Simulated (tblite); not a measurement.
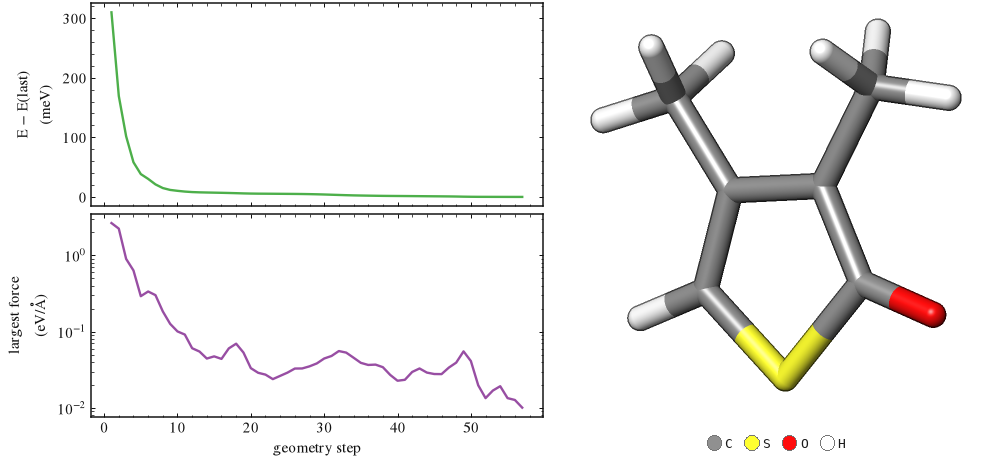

Beside the plot: the molecule at the start.

History of a geometry optimisation. C6H7OS (SMILES Cc1csc([O-])c1C) (charge −1); tblite, GFN2-xTB geometry optimisation, gas phase.

The optimisation met its thresholds at geometry 57, counting the start as the first. The energy fell by about 310 meV from the first step to the last. The largest force goes from about 2.6 eV/Å at the start to 0.01 eV/Å at the end.
